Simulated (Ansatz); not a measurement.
# Convergence study of the plane-wave cutoff for LuBi (I4mm, 2 atoms in the cell)

```
CELL_PARAMETERS angstrom
      0.00000     3.11748     3.11748
      3.11748     0.00000     3.11748
      3.11748     3.11748     0.00000
ATOMIC_POSITIONS crystal
  Lu 0.50802 0.50802 0.49198
  Bi 0.00000 0.00000 0.00000
```

Computed with LDA (PW92), default PAW files made with PBE (plane waves; Ansatz, a quantum-chemistry and plane-wave program).

Base settings: basis.ecutwfc = 420 eV; kpoints.mp_grid.grid = 9 9 9; hamiltonian.xc = lda; hamiltonian.pseudopotentials = {kind: paw} (the program's default PAW files); scf.occupations.method = fermi_dirac; scf.occupations.width = 0.1 eV.

The second cell is the first with its lattice scaled by 0.98.

The mesh stays at the base's, so the ladder's end is converged at best in this setting alone.

The first pressure column holds Ansatz's estimate of the finite-basis (Pulay) stress, which hides part of the cutoff error; the other is without it.

Only quantities that move along the ladder and can be compared are tabulated.

The count of work is k-points × plane waves × bands × iterations; it is no time. 

The starting cell comes from a database of computed structures (which also holds hypothetical and non-ambient phases and stackings), without a prior relaxation at this level. Its lattice was rescaled by up to half a per cent. One atom was moved a little off its site on purpose. In the base run, with a pressure of about -5 GPa the cell is away from its equilibrium volume at this level.

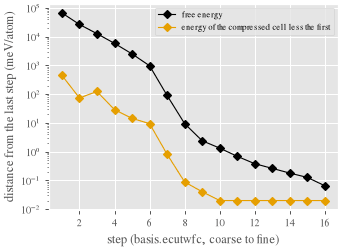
Figure. Distance from the last step along the ladder; very small values are drawn at a floor.

```tsv
basis.ecutwfc	free energy less the last step's (meV/atom)	energy of the compressed cell less the first (meV/atom)	pressure (GPa)	pressure without the Pulay estimate (GPa)	largest difference of a force vector from the last step's (eV/Å)	count of work / last
145 eV	66833.01	-487.44	-47.42	-1292.43	0.581	0.074
170 eV	26580.27	38.33	8.42	-588.05	0.093	0.088
190 eV	12704.03	-159.40	-1.42	-320.93	0.209	0.097
210 eV	5836.72	-6.29	-2.89	-177.42	0.110	0.10
230 eV	2517.36	-49.65	-2.88	-94.82	0.040	0.14
250 eV	973.01	-25.74	-4.16	-46.31	0.057	0.14
295 eV	90.28	-34.40	-4.48	-9.83	0.005	0.19
335 eV	9.48	-35.13	-4.66	-5.22	0.000	0.19
380 eV	2.40	-35.26	-4.66	-4.71	0.000	0.25
420 eV	1.34	-35.22	-4.66	-4.69	0.000	0.32
460 eV	0.69	-35.20	-4.66	-4.68	0.000	0.35
505 eV	0.38	-35.21	-4.66	-4.67	0.000	0.38
565 eV	0.26	-35.21	-4.66	-4.66	0.000	0.41
630 eV	0.18	-35.21	-4.66	-4.66	0.000	0.54
735 eV	0.13	-35.22	-4.66	-4.66	0.000	0.70
840 eV	0.07	-35.22	-4.66	-4.66	0.000	0.86
1010 eV	0.00	-35.22	-4.66	-4.66	0.000	1.0
```

Coarsest basis.ecutwfc that holds the energy of the compressed cell less the first within 0.2 meV/atom of the last step, with all finer ones: 335 eV, at 0.19 of the last step's count of work; the step before is off by 0.81 meV/atom.

Coarsest basis.ecutwfc that holds the forces within 0.01 eV/Å of the last step, with all finer ones: 295 eV, at 0.19 of the last step's count of work; the step before is off by 0.057 eV/Å.

Coarsest basis.ecutwfc that holds the pressure within 0.05 GPa of the last step, with all finer ones: 335 eV, at 0.19 of the last step's count of work; the step before is off by 0.18 GPa.

The energy difference between the two cells stays within 1 meV/atom of the last step's from 295 eV on, the total only from 460 eV on: much of the error is common to both cells and cancels.

At the lowest cutoff the pressure without the Pulay estimate lies 1290 GPa under the last step's, the usual sign of Pulay stress in an incomplete plane-wave basis.

Keys are those of Ansatz 0.2.
